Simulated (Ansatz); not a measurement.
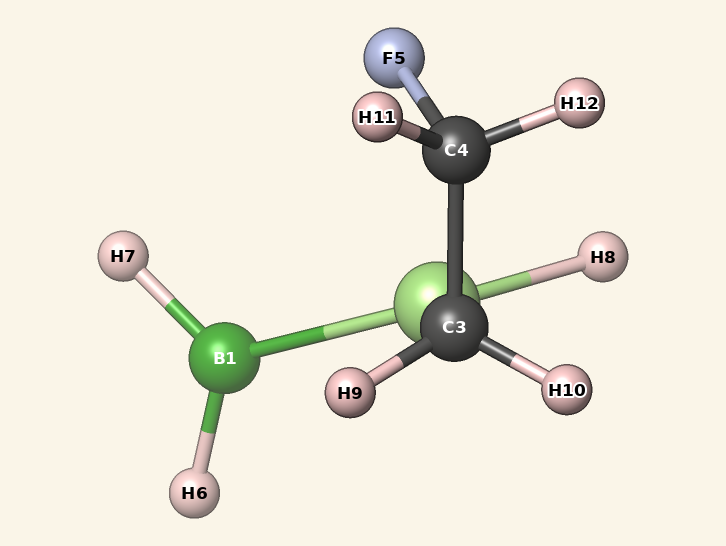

Ga2 lies behind C3. The molecule seen nearly along the C3–Ga2 bond, C3 in front. Distant atoms are faded towards the background colour. The geometry was computed by an optimisation with PBE0-D4/def2-TZVP. No frequency run is at hand to confirm it as a minimum.

Q: What is the torsion angle C4–C3–Ga2–B1? The sign is positive where the front bond must turn clockwise to cover the back bond.

A: −108°, anticlinal.
